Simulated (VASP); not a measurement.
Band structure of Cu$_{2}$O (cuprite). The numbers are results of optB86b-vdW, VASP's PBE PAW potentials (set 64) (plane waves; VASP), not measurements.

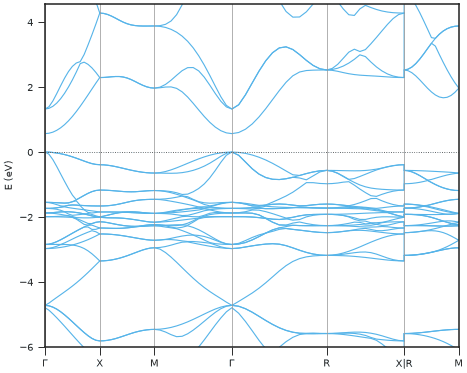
*Bands along high-symmetry lines, zero at the valence-band maximum or, without a gap, the Fermi level*

Question: Read the plot: is there a gap, and where are the band edges?

Answer: The gap is direct, 0.57 eV, from the valence maximum at Γ to the conduction minimum at Γ. (Edges off the drawn lines would not show.)

Measured: gap 2.20 eV (computed value off by -1.63 eV), as given by Wei Chen et al., Physical Review Materials (2018), doi:10.1103/physrevmaterials.2.073803 [zero-point renormalisation of 0.03 eV added back (the table's ZPR column)].

The compound is Cu2O in the cuprite structure. It was relaxed first.
